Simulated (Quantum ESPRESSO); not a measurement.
**The states of the two spins in Sr3Ru2O7**

Wanted: the exchange-split electronic structure of Sr3Ru2O7.

Calculated with Quantum ESPRESSO 7.5; PBEsol with U = 2 eV on Ru d (ortho-atomic projectors); plane waves with GBRV 1.5 PBEsol potentials, no spin-orbit coupling.

**1. Starting point**

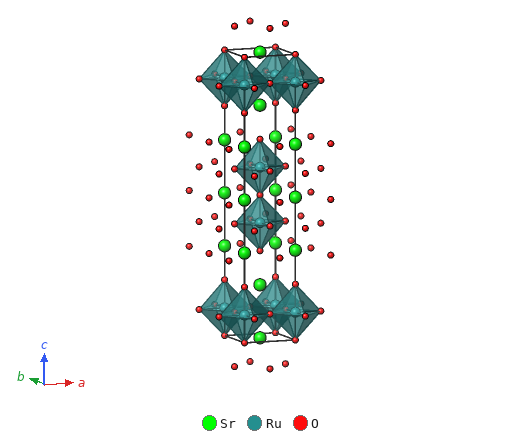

Start, viewed slightly off an axis; strontium green, ruthenium teal, oxygen red. This picture shows the conventional cell, with its axes. Some periodic images of atoms are drawn too.

The cell comes from the Crystallography Open Database.

**2. The magnetic state**

This state came out lowest in a comparison of starts that is told elsewhere.

pw.in reads:

```
&CONTROL
  calculation = 'scf'
  prefix = 'pwscf'
  outdir = './tmp'
  pseudo_dir = './pseudo'
  disk_io = 'low'
/
&SYSTEM
  ibrav = 0
  celldm(1) = 8
  nat = 12
  ntyp = 3
  ecutwfc = 40
  ecutrho = 280
  nbnd = 74
  occupations = 'smearing'
  smearing = 'fd'
  degauss = 0.00367493
  nspin = 2
  starting_magnetization(1) = 0
  starting_magnetization(2) = 0.125
  starting_magnetization(3) = 0
/
&ELECTRONS
  conv_thr = 2.4d-08
  electron_maxstep = 150
  mixing_beta = 0.3
/
ATOMIC_SPECIES
Sr     87.6200 sr_pbesol_v1.uspp.F.UPF
Ru    101.0700 ru_pbesol_v1.2.uspp.F.UPF
O      15.9990 o_pbesol_v1.2.uspp.F.UPF
CELL_PARAMETERS alat
  -0.4594750964145    0.4594750964145    2.4273520260030
   0.4594750964145   -0.4594750964145    2.4273520260030
   0.4594750964145    0.4594750964145   -2.4273520260030
ATOMIC_POSITIONS crystal
Sr      0.5000000000    0.5000000000    0.0000000000
Sr      0.3144000000    0.3144000000    0.0000000000
Sr      0.6856000000    0.6856000000    0.0000000000
Ru      0.0972000000    0.0972000000    0.0000000000
Ru      0.9028000000    0.9028000000    0.0000000000
O       0.0000000000    0.0000000000    0.0000000000
O       0.1952000000    0.1952000000    0.0000000000
O       0.8048000000    0.8048000000    0.0000000000
O       0.5961000000    0.0961000000    0.5000000000
O       0.0961000000    0.5961000000    0.5000000000
O       0.4039000000    0.9039000000    0.5000000000
O       0.9039000000    0.4039000000    0.5000000000
K_POINTS automatic
8 8 8 0 0 0
HUBBARD {ortho-atomic}
U Ru-4d 2.0000
```

On the command line:

```
> OMP_NUM_THREADS=1 mpirun -n 4 pw.x -nk 4 -in pw.in > pw.out
```

The program printed:

```text
Program PWSCF v.7.5 starts

     Message from routine setup:
     using ibrav=0 with symmetry is DISCOURAGED, use correct ibrav instead

     K-points division:     npool     =       4
     Subspace diagonalization in iterative solution of the eigenvalue problem:

     bravais-lattice index     =            0
     lattice parameter (alat)  =       8.0000  a.u.
     unit-cell volume          =    1049.5102 (a.u.)^3
     number of atoms/cell      =           12
     number of atomic types    =            3
     number of electrons       =       104.00
     number of Kohn-Sham states=           74
     kinetic-energy cutoff     =      40.0000  Ry
     charge density cutoff     =     280.0000  Ry
     scf convergence threshold =      2.4E-08
     mixing beta               =       0.3000
     number of iterations used =            8  plain     mixing
     Exchange-correlation= SLA  PW   PSX  PSC
                           (   1   4  10   8   0   0   0)
     Hubbard projectors: ortho-atomic
     Hubbard parameters of DFT+U (Dudarev formulation) in eV:
     U(Ru-4d) =  2.0000

     Internal variables: lda_plus_u =T, lda_plus_u_kind = 0

     Internal variables: orbital_resolved =F, hub_pot_fix =F, apply_U = F

     celldm(1)=   8.000000  celldm(2)=   0.000000  celldm(3)=   0.000000
     celldm(4)=   0.000000  celldm(5)=   0.000000  celldm(6)=   0.000000

     crystal axes: (cart. coord. in units of alat)
               a(1) = (  -0.459475   0.459475   2.427352 )
               a(2) = (   0.459475  -0.459475   2.427352 )
               a(3) = (   0.459475   0.459475  -2.427352 )

     reciprocal axes: (cart. coord. in units 2 pi/alat)
               b(1) = (  0.000000  1.088198  0.205986 )
               b(2) = (  1.088198  0.000000  0.205986 )
               b(3) = (  1.088198  1.088198  0.000000 )

     PseudoPot. # 1 for Sr read from file:
     sr_pbesol_v1.uspp.F.UPF
     Pseudo is Ultrasoft + core correction, Zval = 10.0

     PseudoPot. # 2 for Ru read from file:
     ru_pbesol_v1.2.uspp.F.UPF
     Pseudo is Ultrasoft + core correction, Zval = 16.0

     PseudoPot. # 3 for O  read from file:
     o_pbesol_v1.2.uspp.F.UPF
     Pseudo is Ultrasoft + core correction, Zval =  6.0

     atomic species   valence    mass     pseudopotential
     Sr               10.00    87.62000     Sr( 1.00)
     Ru               16.00   101.07000     Ru( 1.00)
     O                 6.00    15.99900     O ( 1.00)

     Starting magnetic structure
     atomic species   magnetization
     Sr              0.000
     Ru              0.125
     O               0.000

     16 Sym. Ops., with inversion, found

   Cartesian axes

     site n.     atom                  positions (alat units)
         1        Sr     tau(   1) = (   0.0000000   0.0000000   2.4273520  )
         2        Sr     tau(   2) = (   0.0000000  -0.0000000   1.5263190  )
         3        Sr     tau(   3) = (  -0.0000000   0.0000000   3.3283851  )
         4        Ru     tau(   4) = (  -0.0000000   0.0000000   0.4718772  )
         5        Ru     tau(   5) = (  -0.0000000   0.0000000   4.3828268  )
         6        O      tau(   6) = (   0.0000000   0.0000000   0.0000000  )
         7        O      tau(   7) = (   0.0000000  -0.0000000   0.9476382  )
         8        O      tau(   8) = (  -0.0000000   0.0000000   3.9070658  )
         9        O      tau(   9) = (   0.0000000   0.4594751   0.4665371  )
        10        O      tau(  10) = (   0.4594751   0.0000000   0.4665371  )
        11        O      tau(  11) = (   0.4594751  -0.0000000   1.9608150  )
        12        O      tau(  12) = (  -0.0000000   0.4594751   1.9608150  )

     number of k points=    59  Fermi-Dirac smearing, width (Ry)=  0.0037
                       cart. coord. in units 2pi/alat
        k(    1) = (   0.0000000   0.0000000   0.0000000), wk =   0.0019531
        k(    2) = (   0.1360248   0.1360248   0.0000000), wk =   0.0078125
        k(    3) = (   0.2720496   0.2720496   0.0000000), wk =   0.0078125
        k(    4) = (   0.4080743   0.4080743   0.0000000), wk =   0.0078125
        k(    5) = (  -0.5440991  -0.5440991   0.0000000), wk =   0.0039062
        [... 54 further k-points ...]

     Dense  grid:    83095 G-vectors     FFT dimensions: ( 108, 108, 108)

     Smooth grid:    35859 G-vectors     FFT dimensions: (  81,  81,  81)

     Check: negative core charge=   -0.000003
     Generating pointlists ...
     new r_m :   0.2387 (alat units)  1.9096 (a.u.) for type    1
     new r_m :   0.1895 (alat units)  1.5164 (a.u.) for type    2
     new r_m :   0.1895 (alat units)  1.5164 (a.u.) for type    3

     Initial potential from superposition of free atoms

     starting charge     101.9077, renormalised to     104.0000

     negative rho (up, down):  1.789E-01 1.607E-01

     STARTING HUBBARD OCCUPATIONS:

     =================== HUBBARD OCCUPATIONS ===================
     ------------------------ ATOM    4 ------------------------
     Tr[ns(  4)] (up, down, total) =   5.00000  1.00000  6.00000
     Atomic magnetic moment for atom   4 =   4.00000
     [... lines left out ...]
     ------------------------ ATOM    5 ------------------------
     Tr[ns(  5)] (up, down, total) =   5.00000  1.00000  6.00000
     Atomic magnetic moment for atom   5 =   4.00000
     [... lines left out ...]
     Number of occupied Hubbard levels =   12.0000

     Atomic wfc used for Hubbard projectors are orthogonalized

     Starting wfcs are   93 randomized atomic wfcs

     Self-consistent Calculation

     iteration #  1     ecut=    40.00 Ry     beta= 0.30
     Davidson diagonalization with overlap
     ethr =  1.00E-02,  avg # of iterations =  2.4

     =================== HUBBARD OCCUPATIONS ===================
     ------------------------ ATOM    4 ------------------------
     Tr[ns(  4)] (up, down, total) =   3.66916  1.56269  5.23185
     Atomic magnetic moment for atom   4 =   2.10648
     [... lines left out ...]
     ------------------------ ATOM    5 ------------------------
     Tr[ns(  5)] (up, down, total) =   3.66916  1.56269  5.23185
     Atomic magnetic moment for atom   5 =   2.10648
     [... lines left out ...]
     Number of occupied Hubbard levels =   10.4637

     negative rho (up, down):  1.751E-01 1.657E-01

     total energy              =    -824.05839049 Ry
     estimated scf accuracy    <       3.94427473 Ry

     total magnetization       =     4.56 Bohr mag/cell
     absolute magnetization    =     4.77 Bohr mag/cell

     iteration #  2     ecut=    40.00 Ry     beta= 0.30
     Davidson diagonalization with overlap
     ethr =  3.79E-03,  avg # of iterations =  2.0

     negative rho (up, down):  1.737E-01 1.690E-01

     total energy              =    -824.76176144 Ry
     estimated scf accuracy    <       0.27976606 Ry

     total magnetization       =     4.08 Bohr mag/cell
     absolute magnetization    =     4.21 Bohr mag/cell

     [... further iterations left out ...]

     iteration # 12     ecut=    40.00 Ry     beta= 0.30
     Davidson diagonalization with overlap
     ethr =  6.93E-10,  avg # of iterations =  2.5

     negative rho (up, down):  1.717E-01 1.800E-01

     total energy              =    -824.78262349 Ry
     estimated scf accuracy    <       0.00000021 Ry

     total magnetization       =     4.00 Bohr mag/cell
     absolute magnetization    =     4.08 Bohr mag/cell

     iteration # 13     ecut=    40.00 Ry     beta= 0.30
     Davidson diagonalization with overlap
     ethr =  2.05E-10,  avg # of iterations =  2.0

     negative rho (up, down):  1.717E-01 1.800E-01

     Magnetic moment per site  (integrated on atomic sphere of radius R)
     atom   1 (R=0.239)  charge=  6.9988  magn=  0.0078
     atom   2 (R=0.239)  charge=  7.0170  magn=  0.0030
     atom   3 (R=0.239)  charge=  7.0170  magn=  0.0030
     atom   4 (R=0.190)  charge= 11.1396  magn=  1.0372
     atom   5 (R=0.190)  charge= 11.1396  magn=  1.0372
     atom   6 (R=0.190)  charge=  5.3402  magn=  0.1983
     atom   7 (R=0.190)  charge=  5.2839  magn=  0.0534
     atom   8 (R=0.190)  charge=  5.2839  magn=  0.0534
     atom   9 (R=0.190)  charge=  5.3874  magn=  0.1790
     atom  10 (R=0.190)  charge=  5.3874  magn=  0.1790
     atom  11 (R=0.190)  charge=  5.3874  magn=  0.1790
     atom  12 (R=0.190)  charge=  5.3874  magn=  0.1790

     End of self-consistent calculation

     =================== HUBBARD OCCUPATIONS ===================
     ------------------------ ATOM    4 ------------------------
     Tr[ns(  4)] (up, down, total) =   3.78356  2.41863  6.20219
     Atomic magnetic moment for atom   4 =   1.36494
     [... lines left out ...]
     ------------------------ ATOM    5 ------------------------
     Tr[ns(  5)] (up, down, total) =   3.78356  2.41863  6.20219
     Atomic magnetic moment for atom   5 =   1.36494
     [... lines left out ...]
     Number of occupied Hubbard levels =   12.4044

     Number of k-points >= 100: set verbosity='high' to print the bands.

     the Fermi energy is    12.0920 ev

!    total energy              =    -824.78262360 Ry
     estimated scf accuracy    <       0.00000002 Ry
     smearing contrib. (-TS)   =      -0.00181482 Ry
     internal energy E=F+TS    =    -824.78080878 Ry

     The total energy is F=E-TS. E is the sum of the following terms:
     one-electron contribution =    -328.62700851 Ry
     hartree contribution      =     223.12957103 Ry
     xc contribution           =    -156.78121208 Ry
     ewald contribution        =    -562.75672709 Ry
     Hubbard energy            =       0.25456788 Ry

     total magnetization       =     4.00 Bohr mag/cell
     absolute magnetization    =     4.08 Bohr mag/cell

     convergence has been achieved in  13 iterations

=------------------------------------------------------------------------------=
   JOB DONE.
=------------------------------------------------------------------------------=
```

Elapsed: 20 min, on 4 MPI ranks of Arm Neoverse V2, shared host; peak memory 2.6 GiB.

Spin moment in the atom's sphere by atom:

| atom | spin moment in the atom's sphere (μB) |
| --- | --- |
| Sr1 | 0.01 |
| Sr2 | 0.00 |
| Sr3 | 0.00 |
| Ru4 | 1.04 |
| Ru5 | 1.04 |
| O6 | 0.20 |
| O7 | 0.05 |
| O8 | 0.05 |
| O9 | 0.18 |
| O10 | 0.18 |
| O11 | 0.18 |
| O12 | 0.18 |

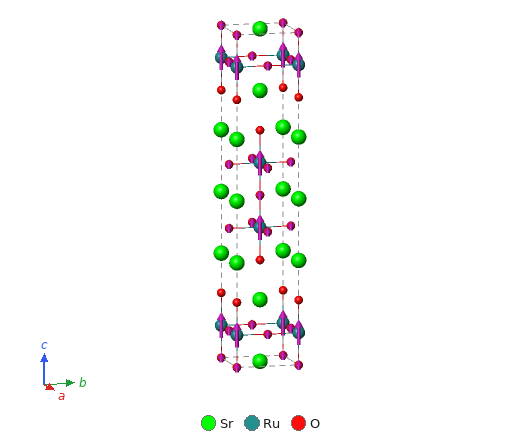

Spin moment in the atom's sphere as arrows, the longest 1.04 μB. Up and down stand for the sign. Arrows give size and sign along the axis of quantisation, drawn up and down the page. Each arrow also spans its atom, so small moments look longer than they are. Some periodic images of atoms are drawn too.

This step gave:

```
smearing term TS       : 0.02469 eV
magnetization          : 4.001 μB
absolute magnetization : 4.078 μB
final state            : ferromagnetic
```

(Part 1 of 2 ends here.)

[Logs and program files are shortened in this print: banners, set-up blocks, solver, clock and traceback lines can be left out without a mark of their own.]

[Logs are printed without paths, hosts, clocks, repeated set-up lines and the standing remarks that a program may print on its own settings, such as how far it seeks lower states.]

[Hosts, paths, dates, database ids (printed as entryN), source tags and the programs' standing remarks are cut or masked in the printed files.]

[Where a cell is said to come from a database of computed structures, the database is the Materials Project.]
